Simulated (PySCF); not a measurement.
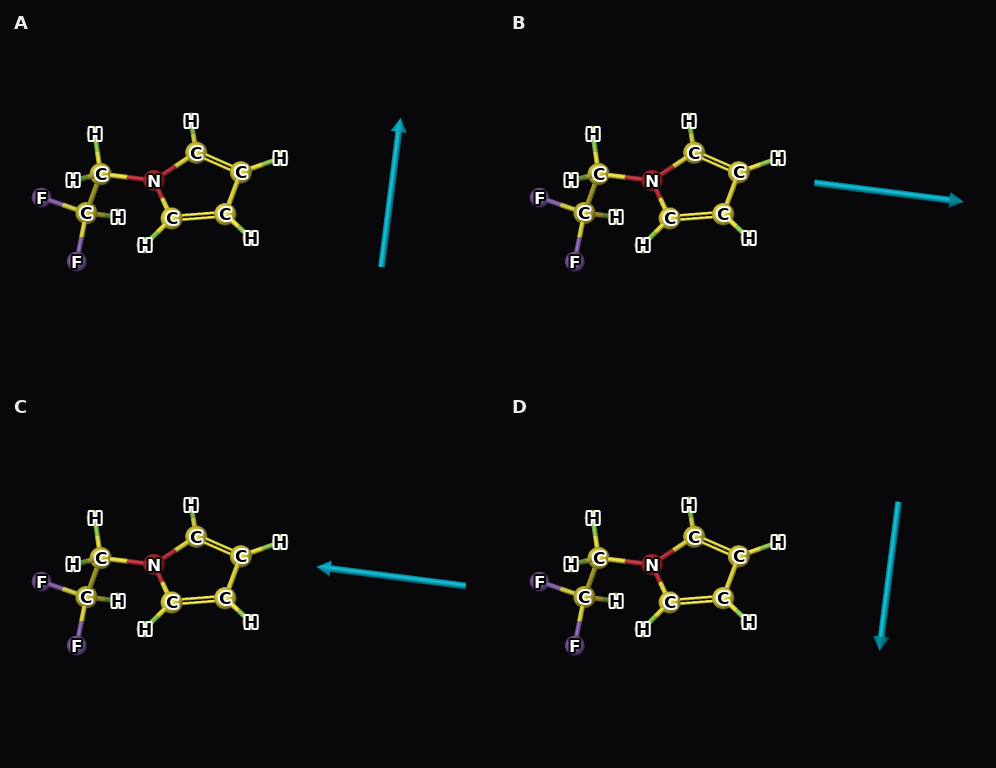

The same molecule four times, each with an arrow. The computed structure is the end point of a GFN2-xTB optimisation. No frequency run is at hand to confirm it as a minimum. Properties computed with CAM-B3LYP/def2-SVPD, gas phase (PySCF 2.14.0).

Which arrow points along the dipole moment, from the negative to the positive end?

Answer. A. The dipole moment is 1.38 D.
